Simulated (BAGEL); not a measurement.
**PH2F (phosphinous fluoride(8ci,9ci)): PBE0/cc-pVTZ (density fitting with qzvpp-jkfit)**

What is the energy change on altering one bond length of PH2F (phosphinous fluoride(8ci,9ci)) at PBE0/cc-pVTZ (density fitting with qzvpp-jkfit)? 

The calculation is run with BAGEL 1.2.2.

2 further runs of the same task are left out: 2 set aside as unsound or not needed. Runs told in other sessions of the task aren't counted.

**1. The system as given**

PH2F: 4 atoms, total charge 0, spin state singlet. SMILES: `FP`. The shape is that of a GFN2-xTB optimisation.

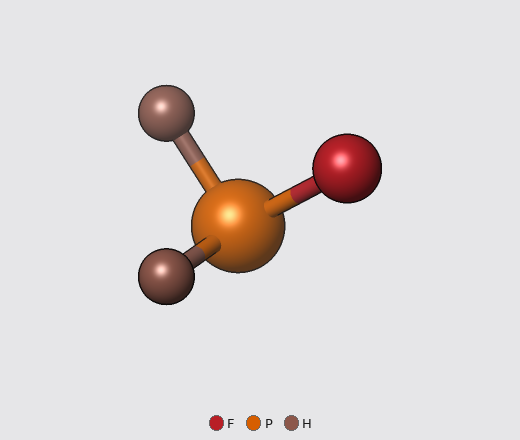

Viewed from a chosen angle; fluorine red, phosphorus orange, hydrogen brown.

**2. The energy at PBE0/cc-pVTZ (density fitting with qzvpp-jkfit)**

The input, job.json:

```json
{ "bagel" : [

{
  "title" : "molecule",
  "basis" : "cc-pvtz.json",
  "df_basis" : "qzvpp-jkfit",
  "angstrom" : true,
  "geometry" : [
    { "atom" : "F", "xyz" : [    1.160540,    0.668850,   -0.222660 ] },
    { "atom" : "P", "xyz" : [   -0.072030,   -0.369080,   -0.479670 ] },
    { "atom" : "H", "xyz" : [   -1.053910,    0.574260,   -0.129560 ] },
    { "atom" : "H", "xyz" : [   -0.034600,   -0.874030,    0.831900 ] }
  ]
},
{ "title" : "ks", "xc_func" : "pbe0" },
{ "title" : "print", "file" : "orbitals.molden", "orbitals" : true }

]}
```

The basis set cc-pVTZ is read from a file made from the Basis Set Exchange's data (not shown).

On the command line:

```bash
$ BAGEL_NUM_THREADS=1 BAGEL job.json > job.out
```

The log of the run:

```text
* using 1 threads per process

  ===============================================================
  ===============================================================

  *** Geometry ***

  { "atom" : "F", "xyz" : [      2.193103,      1.263943,     -0.420766 ] },
  { "atom" : "P", "xyz" : [     -0.136117,     -0.697460,     -0.906445 ] },
  { "atom" : "H", "xyz" : [     -1.991601,      1.085194,     -0.244833 ] },
  { "atom" : "H", "xyz" : [     -0.065385,     -1.651677,      1.572063 ] },

  Number of auxiliary basis functions:      241

  Since a DF basis is specified, we compute 2- and 3-index integrals:
    o Being stored without compression. Storage requirement is 0.016 GB

  Number of basis functions:       92
  Number of electrons      :       26

    * METHOD: MOLECULE                             0.08

  *** Kohn-Sham DFT ***

    * Removing 5040 points whose weight is below 1.00e-10
    * Grid points: 54584

  === Nuclear Repulsion ===
    59.6290175423

       - DIIS with orbital gradients will be used.

  === KS iteration (pbe0 / cc-pvtz.json) ===
      0       -413.56040725          0.12976563           0.16
      1       -412.93422042          0.14353612           0.15
      2       -417.35162933          0.22942501           0.16
      3       -435.19758222          0.12436317           0.15
      4       -439.88750285          0.06905410           0.15
      5       -442.02823676          0.02296251           0.15
      6       -441.96976859          0.02321347           0.15
      7       -442.21959971          0.00369984           0.16
      8       -442.22383289          0.00031986           0.16
      9       -442.22387274          0.00007209           0.15
     10       -442.22387480          0.00001603           0.15
     11       -442.22387488          0.00000477           0.15
     12       -442.22387489          0.00000242           0.15
     13       -442.22387489          0.00000069           0.15
     14       -442.22387489          0.00000018           0.15
     15       -442.22387489          0.00000001           0.15
     16       -442.22387489          0.00000000           0.15
    * SCF iteration converged.

    * Permanent dipole moment:
           (    0.504469,     0.256705,    -0.148020) a.u.

    * METHOD: KS                                   2.89

    * METHOD: PRINT                                0.02

  ===============================================================
```

Run time: 3.3 s. Hardware: 1 thread of Arm Neoverse V1, shared host; peak memory 0.25 GiB.

**3. The distorted shape**

The input, dft.json:

```json
{ "bagel" : [

{
  "title" : "molecule",
  "basis" : "cc-pvtz.json",
  "df_basis" : "qzvpp-jkfit",
  "angstrom" : true,
  "geometry" : [
    { "atom" : "F", "xyz" : [    1.149311,    0.820340,   -0.616143 ] },
    { "atom" : "P", "xyz" : [   -0.083259,   -0.217590,   -0.873153 ] },
    { "atom" : "H", "xyz" : [   -1.065139,    0.725750,   -0.523043 ] },
    { "atom" : "H", "xyz" : [   -0.034600,   -0.874030,    0.831900 ] }
  ]
},
{ "title" : "ks", "xc_func" : "pbe0" },
{ "title" : "print", "file" : "orbitals.molden", "orbitals" : true }

]}
```

The basis set cc-pVTZ is read from a file made from the Basis Set Exchange's data (not shown).

On the command line:

```bash
$ BAGEL_NUM_THREADS=1 BAGEL dft.json > dft.out
```

The log of the run:

```text
* using 1 threads per process

  ===============================================================
  ===============================================================

  *** Geometry ***

  { "atom" : "F", "xyz" : [      2.171883,      1.550218,     -1.164342 ] },
  { "atom" : "P", "xyz" : [     -0.157337,     -0.411186,     -1.650020 ] },
  { "atom" : "H", "xyz" : [     -2.012821,      1.371469,     -0.988408 ] },
  { "atom" : "H", "xyz" : [     -0.065385,     -1.651677,      1.572063 ] },

  Number of auxiliary basis functions:      241

  Since a DF basis is specified, we compute 2- and 3-index integrals:
    o Being stored without compression. Storage requirement is 0.016 GB

  Number of basis functions:       92
  Number of electrons      :       26

    * METHOD: MOLECULE                             0.08

  *** Kohn-Sham DFT ***

    * Removing 4661 points whose weight is below 1.00e-10
    * Grid points: 54963

  === Nuclear Repulsion ===
    58.0301776212

       - DIIS with orbital gradients will be used.

  === KS iteration (pbe0 / cc-pvtz.json) ===
      0       -413.71120397          0.12682115           0.16
      1       -412.29703853          0.13648108           0.16
      2       -417.63181784          0.22290905           0.16
      3       -434.55390843          0.12014344           0.16
      4       -439.66577487          0.06809993           0.16
      5       -441.89857895          0.02608693           0.16
      6       -441.92593032          0.02345886           0.16
      7       -442.18268551          0.00473362           0.16
      8       -442.19107369          0.00063490           0.16
      9       -442.19121004          0.00020235           0.16
     10       -442.19122623          0.00002732           0.16
     11       -442.19122653          0.00000597           0.16
     12       -442.19122654          0.00000192           0.16
     13       -442.19122654          0.00000092           0.16
     14       -442.19122654          0.00000034           0.15
     15       -442.19122654          0.00000008           0.15
     16       -442.19122654          0.00000001           0.15
     17       -442.19122654          0.00000001           0.15
    * SCF iteration converged.

    * Permanent dipole moment:
           (    0.501212,     0.129922,     0.079972) a.u.

    * METHOD: KS                                   3.07

    * METHOD: PRINT                                0.02

  ===============================================================
```

It took 3.3 s on 1 thread of Arm Neoverse V1, shared host; peak memory 0.25 GiB.

**4. What came out**

At PBE0/cc-pVTZ (density fitting with qzvpp-jkfit):

```
                                                         quantity          value
                                        first shape: total energy  -442.22387 Eh
                                       first shape: dipole moment         1.49 D
                                         first shape: HOMO energy       -7.95 eV
                                         first shape: LUMO energy       -0.77 eV
                                       first shape: HOMO–LUMO gap        7.18 eV
                                    distorted shape: total energy  -442.19123 Eh
                                   distorted shape: dipole moment         1.33 D
                                     distorted shape: HOMO energy       -7.99 eV
                                     distorted shape: LUMO energy       -1.23 eV
                                   distorted shape: HOMO–LUMO gap        6.76 eV
energy change with the P2–H4 bond stretched from 1.406 to 1.828 Å       0.888 eV
```

In words: With the P2–H4 bond stretched from 1.406 to 1.828 Å the energy rises by 0.89 eV (85.7 kJ/mol). The first shape isn't relaxed at this level, so the change isn't measured from a minimum.
